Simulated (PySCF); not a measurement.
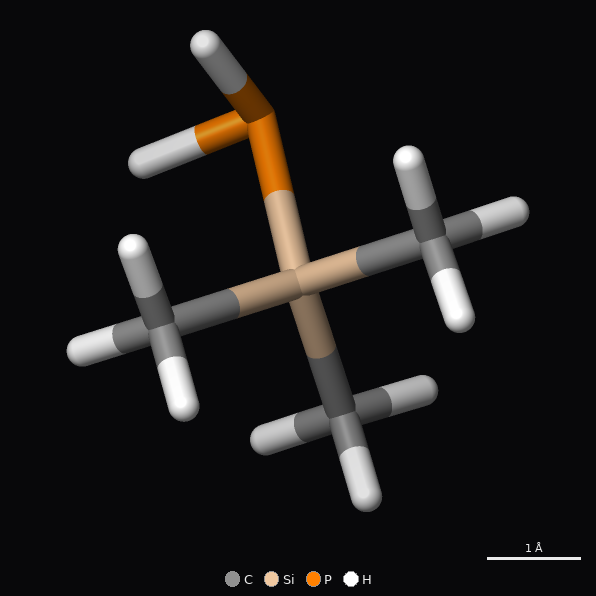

**Count the atoms of each element.**

C₃H₁₁PSi, 16 atoms: 3 carbon, 11 hydrogen, 1 phosphorus and 1 silicon.

**What is the point group of this geometry?**

Cs.

**Write the SMILES.**

C[Si](C)(C)P

**Does it have rings?**

It has no ring.

More results for the same structure follow; atom numbers are the same in all pictures, views and colours differ. Computed geometry: PBE0-D3(BJ)/def2-SVP optimisation. No frequency run is at hand to confirm it as a minimum.

### Polarisability

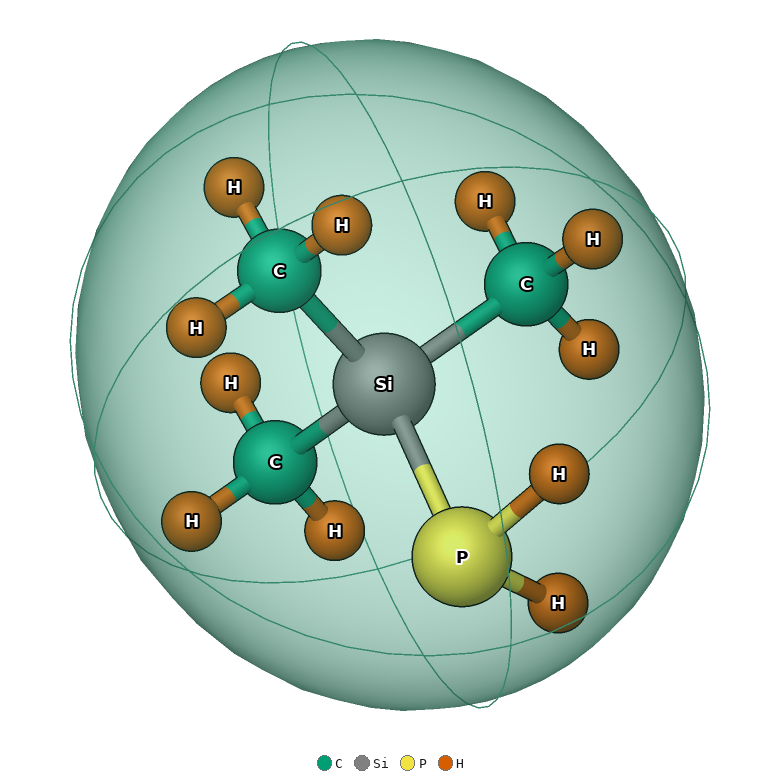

The ellipsoid shows the static dipole polarisability: its half-axes are proportional to the principal values. No frequency run is at hand to confirm it as a minimum. Method: PBE0/def2-SVPD in chloroform (IEF-PCM) (PySCF 2.14.0).

**How large and how anisotropic is the polarisability?**

Principal values 113.2, 113.9, 131.5 bohr³; mean 119.5 bohr³ (17.71 Å³); anisotropy 17.9 bohr³, so the longest axis is 1.16 times the shortest.

### NMR shielding

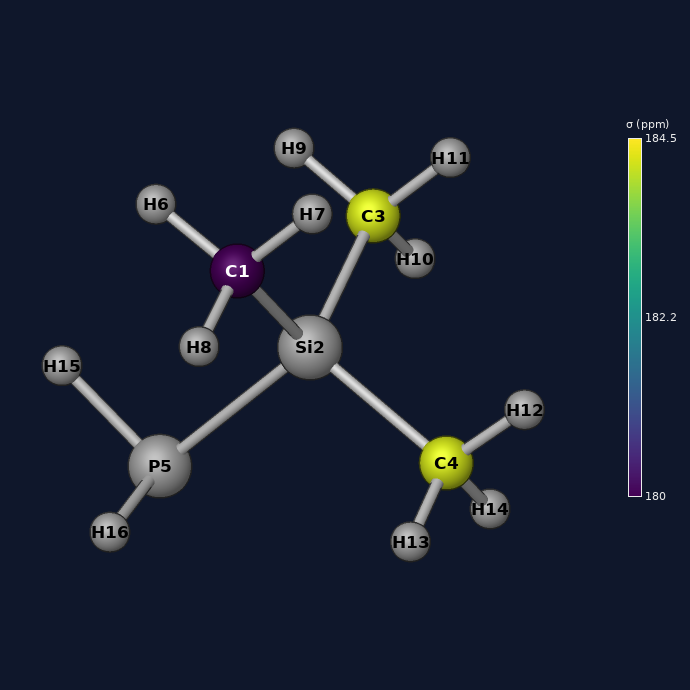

Atoms are coloured by their isotropic NMR shieldings (C only, the others grey). No frequency run is at hand to confirm it as a minimum. Level of theory: GIAO PBE0/pcSseg-1 NMR shielding, non-relativistic, IEF-PCM tetrahydrofuran (PySCF 2.14.0).

List the isotropic NMR shieldings of the C atoms.

```json
{"atom": "C1", "σ (ppm)": "180.0"}
{"atom": "C3", "σ (ppm)": "184.2"}
{"atom": "C4", "σ (ppm)": "184.2"}
```

### Excitation

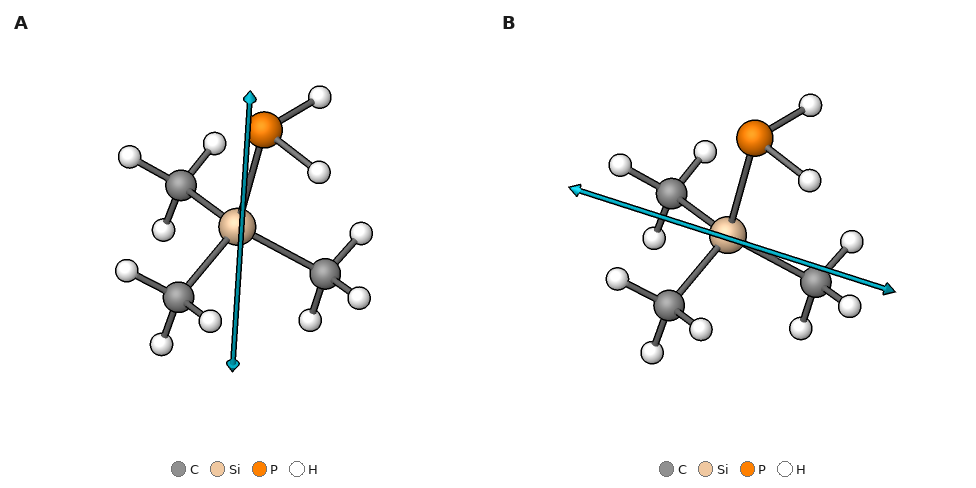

The double arrows show the directions of two transition dipoles from the ground state (lengths mean nothing). No frequency run is at hand to confirm it as a minimum. Properties computed with TDDFT PBE0/def2-SVPD, vertical, IEF-PCM chloroform (non-equilibrium linear response), core orbitals frozen in the response (PySCF 2.14.0).

**One belongs to singlet state 3 and one to singlet state 5. Which is which?**

A: state 3, 7.15 eV (173 nm), oscillator strength 0.56, mainly HOMO → LUMO+2 (weight 0.77).
B: state 5, 7.59 eV (163 nm), oscillator strength 0.052, mainly HOMO−1 → LUMO (weight 0.69).
